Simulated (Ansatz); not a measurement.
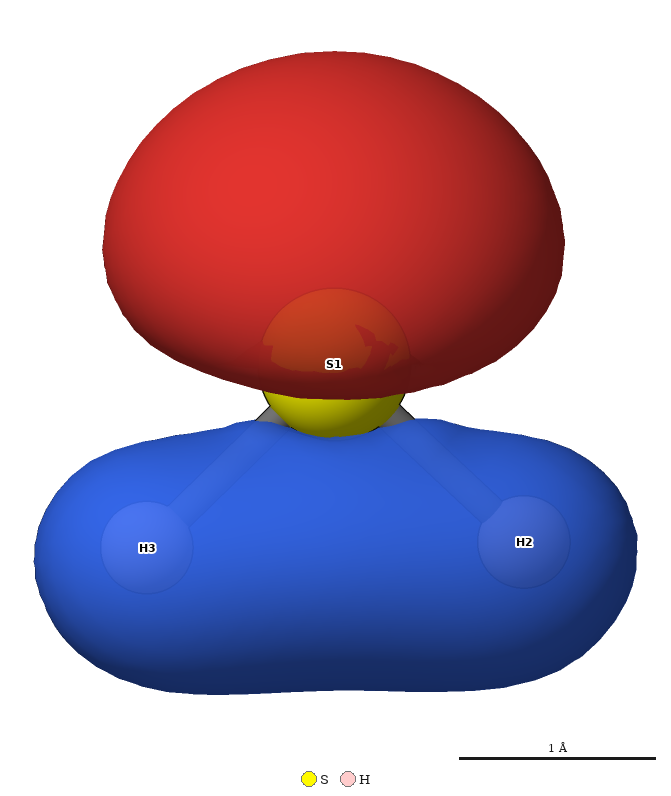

Figure 1: H$_{2}$S. The HOMO−1 at ±0.15 Å⁻³ᐟ² (red and blue are the two phases), seen across its widest extent.

Geometry: PBE0-D4/def2-TZVP.

These are results of RKS PBE0-D4/def2-TZVPPD (Ansatz), not measurements.

> Where does this orbital lie, and at what energy?

It lies mainly on S1 (about 80 %), H2 (about 10 %) and H3 (about 10 %); it is symmetric in the molecular plane (an in-plane orbital: σ, lone-pair or in-plane π type); largely a lone pair of S1. Its energy is −10.40 eV.
